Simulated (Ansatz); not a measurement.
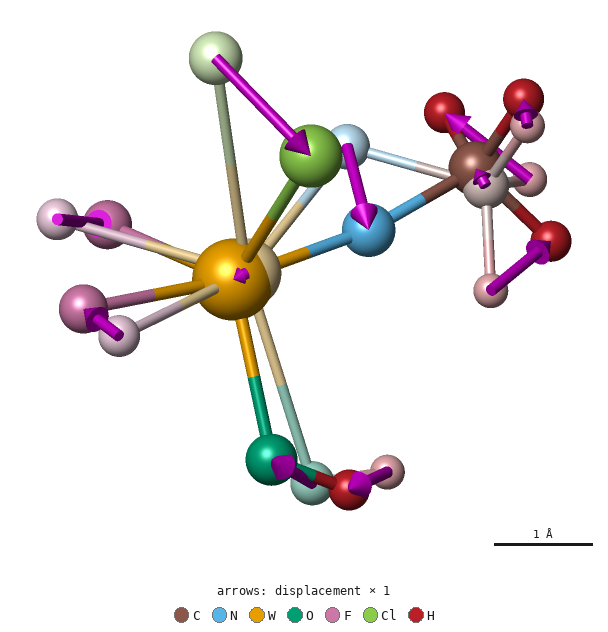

This is a relaxation of CH4ClF2NOW (coarse preliminary run). The starting structure is drawn faded, the final one solid; purple arrows show the displacements, at their true length. The two geometries are superimposed by the best rigid fit.

A ball-and-stick model, seen at a tilt.

The start comes from a force field.

Level of theory: RKS PBE-D4/def2-SVP in Ansatz.

Input
```yaml
crystal:
  periodic: [false, false, false]
  atoms:
    - {symbol: C, position_ang: [0.921900, -1.612000, -0.440700]}
    - {symbol: N, position_ang: [0.639100, -0.466000, -1.332000]}
    - {symbol: W, position_ang: [-0.403000, 1.007700, 0.145500]}
    - {symbol: O, position_ang: [-2.157700, -0.295700, 0.946600]}
    - {symbol: F, position_ang: [-0.681100, 2.762700, -0.798800]}
    - {symbol: F, position_ang: [-1.002100, 2.822300, 1.196000]}
    - {symbol: Cl, position_ang: [1.800800, 2.498300, 0.151900]}
    - {symbol: H, position_ang: [0.872300, -2.490500, -1.048300]}
    - {symbol: H, position_ang: [1.860900, -1.411400, 0.068500]}
    - {symbol: H, position_ang: [0.131800, -1.665400, 0.374900]}
    - {symbol: H, position_ang: [-1.917300, -1.206900, 0.756900]}
basis:
  gaussian: {orbitals: def2-SVP}
hamiltonian: {xc: pbe, dispersion: d4}
relax: {f_tol: 0.03, max_steps: 200}
```

Launched with:
```bash
ansatz run in.yaml --threads 4 --pin off --events-out ev --progress --plain --max-ram 11315MiB
```

Q: What did the optimiser do to the structure, and how much energy did it gain?

A: After 18 geometry steps the energy has fallen by 236.0 kcal/mol. The largest force component goes from 4.3 to 0.028 eV/Å. The largest move after the best rigid fit is that of Cl7, 1.44 Å. By element the largest moves are Cl 1.44 Å, F 1.41 Å, N 1.14 Å, H 1.11 Å, O 0.90 Å, C 0.22 Å. Near-neighbour distances that change, for instance: W3–H10 2.736 → 3.800 Å, N2–W3 2.333 → 1.772 Å, W3–O4 2.328 → 1.884 Å, W3–Cl7 2.661 → 2.317 Å. Bond angles that change, for instance: C1–N2–W3 101.1° → 168.8°, F5–W3–Cl7 68.1° → 125.6°, O4–W3–Cl7 159.6° → 114.9°.
